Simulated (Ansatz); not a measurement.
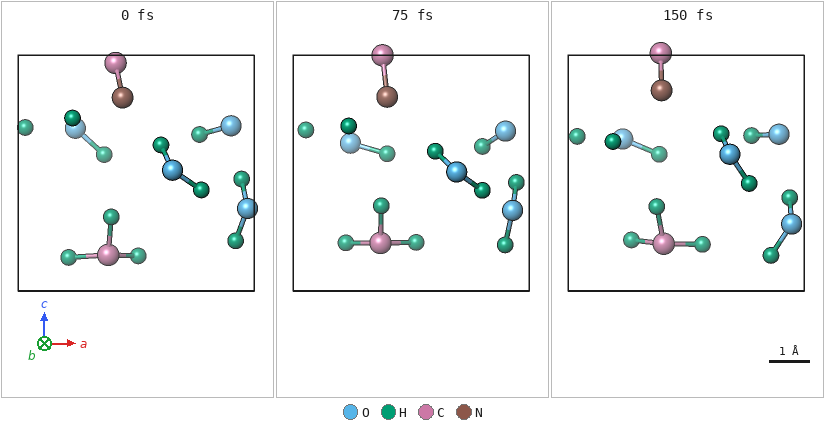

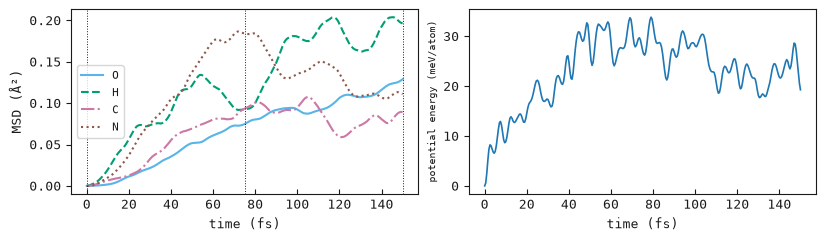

First-principles dynamics of a periodic cell with 4 H2O + 1 CH3CN at 0.907 g/cm³, 150 fs long. Frames and the history of the run. The picture is a ball-and-stick view of the simulation cell, seen along the b axis.

Level of theory: Ansatz 0.2.0, DFT PBE, scalar-relativistic, plane waves, PAW. Set-up: plane-wave cutoff 420 eV; k-point mesh 1 × 1 × 1; Fermi-Dirac smearing 0.05 eV; Langevin thermostat (NVT); set temperature 250 K; time step 0.5 fs; friction 0.02 per fs.

What happens in this trajectory?

Answer. Root-mean-square distances from the starting positions over the second half, with the common drift of all atoms taken out: H 0.41 Å, N 0.37 Å, O 0.32 Å, C 0.29 Å. The heavy atoms stay within a fraction of a molecule's size of their starting places; so short a run doesn't tell a liquid from a solid. The mean temperature in the second half is 220 K (standard deviation 26 K). The potential energy is still drifting at the end, so the run hasn't reached equilibrium. The potential energy in the second half lies on average 24.8 meV per atom above the first frame.

Limits of the set-up: the periodic images lie only 5.9 Å apart, so the values are limited by the cell's size.
